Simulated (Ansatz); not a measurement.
# UB3LYP/def2-SVPD run of C2H2FSi (SMILES C#C[SiH]F)

What is the vertical electron affinity of C2H2FSi at UB3LYP/def2-SVPD? 

The results are computed with Ansatz 0.2.0.

46 further runs of the same task are left out: 46 set aside as unsound or not needed.

**1. The structure to begin with**

C2H2FSi: 6 atoms, total charge 0, spin state doublet. As SMILES, `C#C[SiH]F`. Geometry: relaxed at PBE0-D4/def2-TZVP.

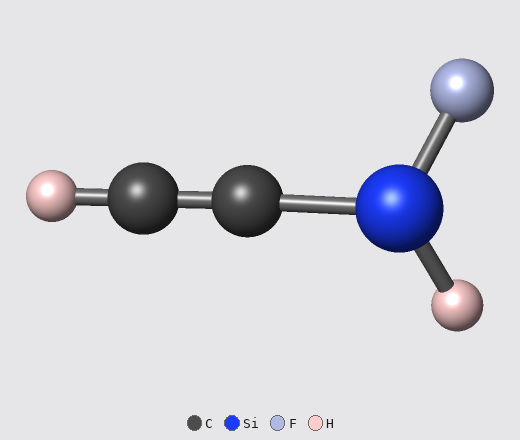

The structure, seen from a chosen angle (carbon dark grey, silicon blue, fluorine light blue, hydrogen pink).

**2. The energy at UB3LYP/def2-SVPD**

File in.yaml:

```yaml
crystal:
  periodic: [false, false, false]
  atoms:
    - {symbol: C, position_ang: [0.118100, -0.680000, -1.605700]}
    - {symbol: C, position_ang: [0.120400, -0.213700, -0.490100]}
    - {symbol: Si, position_ang: [0.338300, 0.466700, 1.168800]}
    - {symbol: F, position_ang: [-0.478000, -0.412300, 2.226800]}
    - {symbol: H, position_ang: [0.100300, -1.089200, -2.590300]}
    - {symbol: H, position_ang: [-0.157100, 1.864400, 1.244300]}
basis:
  gaussian:
    orbitals: def2-SVPD
magnetization:
  spin_polarized: true
  initial_magnetization: 1
hamiltonian:
  xc: {name: B3LYP}
accuracy: high
output: {orbitals: {seedname: orbitals}}
```

Started as:

```console
$ ansatz run in.yaml --threads 1 --pin off --max-ram 3480MiB --events-out events.jsonl --progress --plain --runs-dir runs
```

The log of the run:

```text
Warning: RAYON_NUM_THREADS=1 ignored (pool sized by the plan → 1); use --threads N
Functional definition: B3LYP
  name "B3LYP"
  parameter a0 = 0.2
  parameter ax = 0.72
  parameter ac = 0.81
  exchange = (1 - a0 - ax)*slater_x + ax*b88_x + a0*exact_x
  correlation = (1 - ac)*vwn_rpa_c + ac*lyp_c
1967 factors; integrals over basis functions are off by at most 3.7e-9 eV
mean field evaluation 1: about -12686.7253 eV, gradient 3.8e1 eV
mean field evaluation 2: about -12667.7151 eV, gradient 6.6e1 eV
mean field evaluation 4: about -12693.3036 eV, gradient 1.1e1 eV
mean field evaluation 8: about -12693.9811 eV, gradient 8.5e-1 eV
mean field evaluation 16: about -12693.9851 eV, gradient 5.8e-4 eV
mean field -12693.98512165 eV, -466.4953489283 hartree, gradient 4.5e-8 eV, S^2 0.753701; 0 other end points of the search recorded, 0 dependent functions left out
reference -12693.98516074 eV, -466.4953503649 hartree; 19, 18 occupied and 84, 85 virtual orbitals, 1967 factors
Total energy: -12693.98516074 eV, -466.4953503649 hartree
```

Run time: 14 s. Hardware: 1 thread of Arm Neoverse V1, shared host; peak memory 0.42 GiB.

**3. The singlet anion**

File input.yaml:

```yaml
crystal:
  periodic: [false, false, false]
  atoms:
    - {symbol: C, position_ang: [0.118100, -0.680000, -1.605700]}
    - {symbol: C, position_ang: [0.120400, -0.213700, -0.490100]}
    - {symbol: Si, position_ang: [0.338300, 0.466700, 1.168800]}
    - {symbol: F, position_ang: [-0.478000, -0.412300, 2.226800]}
    - {symbol: H, position_ang: [0.100300, -1.089200, -2.590300]}
    - {symbol: H, position_ang: [-0.157100, 1.864400, 1.244300]}
basis:
  gaussian:
    orbitals: def2-SVPD
accuracy: high
hamiltonian:
  xc: {name: B3LYP}
output: {orbitals: {seedname: orbitals}}
total_charge: -1
```

Started as:

```console
$ ansatz run input.yaml --threads 1 --pin off --max-ram 3480MiB --events-out events.jsonl --progress --plain --runs-dir runs
```

The log of the run:

```text
Warning: RAYON_NUM_THREADS=1 ignored (pool sized by the plan → 1); use --threads N
Functional definition: B3LYP
  name "B3LYP"
  parameter a0 = 0.2
  parameter ax = 0.72
  parameter ac = 0.81
  exchange = (1 - a0 - ax)*slater_x + ax*b88_x + a0*exact_x
  correlation = (1 - ac)*vwn_rpa_c + ac*lyp_c
1968 factors; integrals over basis functions are off by at most 3.7e-9 eV
mean field evaluation 1: about -12691.8787 eV, gradient 3.4e1 eV
mean field evaluation 2: about -12688.2757 eV, gradient 4.9e1 eV
mean field evaluation 4: about -12694.8325 eV, gradient 6.0e0 eV
mean field evaluation 8: about -12695.0273 eV, gradient 1.8e-1 eV
mean field evaluation 16: about -12695.0274 eV, gradient 6.6e-5 eV
mean field -12695.02741860 eV, -466.5336526348 hartree, gradient 9.3e-8 eV, S^2 0.000000; 0 other end points of the search recorded, 0 dependent functions left out
reference -12695.02745655 eV, -466.5336540296 hartree; 19, 19 occupied and 84, 84 virtual orbitals, 1968 factors
Total energy: -12695.02745655 eV, -466.5336540296 hartree
```

It took 8.1 s on 1 thread of Arm Neoverse V1, shared host; peak memory 0.32 GiB.

**4. Results**

Level: UB3LYP/def2-SVPD.

| quantity | value |
| --- | --- |
| doublet C2H2FSi: total energy | -466.49535 Eh |
| doublet C2H2FSi: HOMO energy (highest over α and β) | -6.20 eV |
| doublet C2H2FSi: LUMO energy (lowest over α and β) | -3.16 eV |
| doublet C2H2FSi: ⟨S²⟩ | 0.754 |
| singlet anion: total energy | -466.53365 Eh |
| singlet anion: HOMO energy | 1.08 eV |
| singlet anion: LUMO energy | 4.30 eV |
| singlet anion: HOMO–LUMO gap (to an unbound level, set by the basis) | 3.22 eV |
| vertical electron affinity (to the singlet anion) | 1.042 eV |

At fixed nuclei the extra electron is bound by 1.04 eV (101 kJ/mol). The HOMO (singlet anion) lies at positive energy, 1.08 eV; only total energies tell whether the electron is bound.
